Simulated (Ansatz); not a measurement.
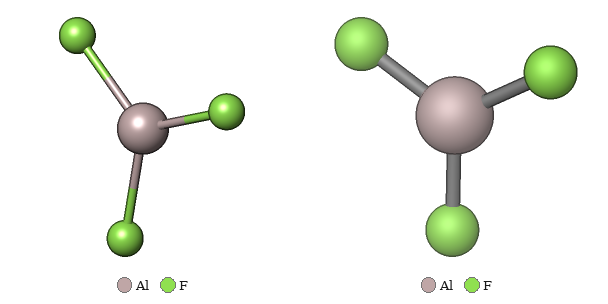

Two views of one molecule.

> Which formula does it have?

AlF3, 4 atoms: 1 aluminium and 3 fluorine.

> How many bonds of each kind are drawn?

3 Al–F. Sticks follow a distance rule.

More results for the same structure follow; atom numbers are the same in all pictures, views and colours differ. The geometry was computed by an optimisation with PBE0-D4/def2-TZVP.

## Shape

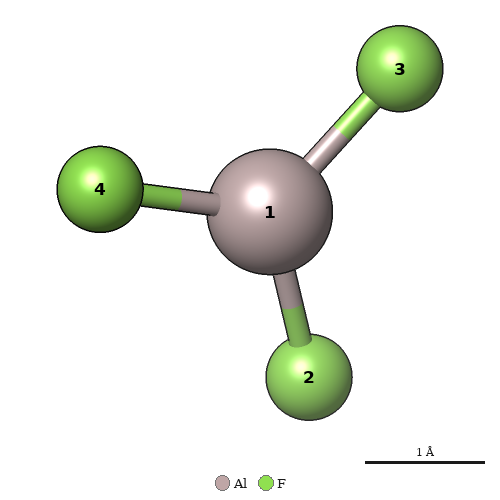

Atoms carry their numbers in the input.

Give these bond angles: F2–Al1–F3.

```csv
angle,degrees
F2–Al1–F3,120.0
```

## Electronic properties

Properties computed with RKS PBE0-D4/def2-TZVPP (Ansatz 0.2.0).

> Give the LUMO energy (Kohn–Sham orbital) at this level.

−1.50 eV.

> What is the HOMO energy (Kohn–Sham orbital)?

−11.72 eV.

## Thermal motion

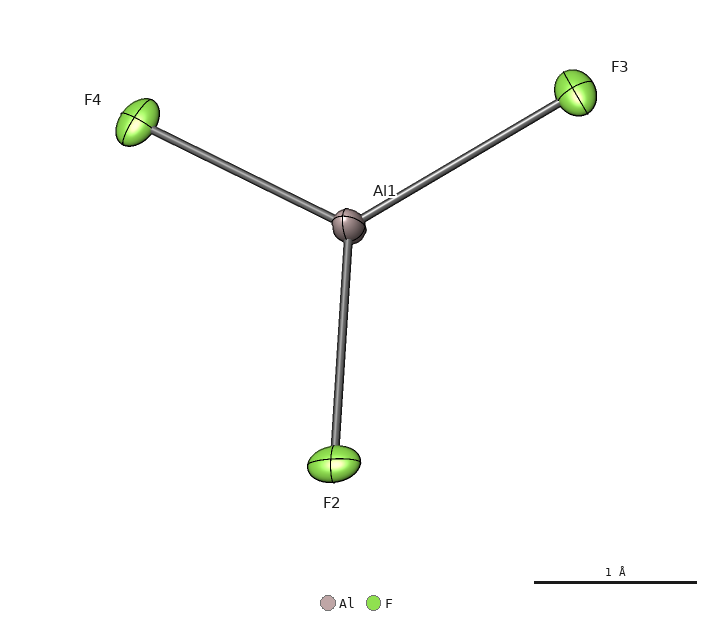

Displacement ellipsoids at the 50 % level, enlarged 2 times, from the internal vibrations of the free molecule (harmonic, no overall translation or rotation; no half-axis is drawn under 0.075 Å). Vibrations computed with RKS PBE0-D4/def2-TZVP (Ansatz 0.2.0). Temperature: 298 K.

> Which atom moves most?

F2, F3, F4, with U_eq = 0.0017 Å².

Give the displacement parameters, one line for each set of equivalent atoms.

```tsv
atom	U_eq (Å²)	rms amplitudes (Å)
Al1	0.0015	0.033, 0.033, 0.048
F2, F3, F4	0.0017	0.023, 0.040, 0.055
```

## Vibrations

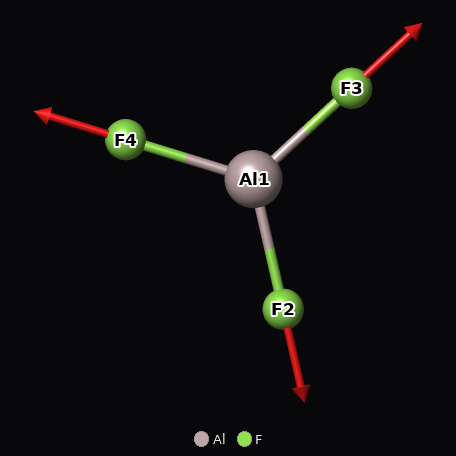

The arrows show one normal mode. Harmonic vibrations computed with RKS PBE0-D4/def2-TZVP (Ansatz 0.2.0) at a stationary point of the same level.

> What kind of motion is it?

Mostly in-phase stretching of 3 Al–F bonds.

> At what wavenumber does it lie?

697 cm⁻¹; it is mode 4 of 6 counted from the lowest.
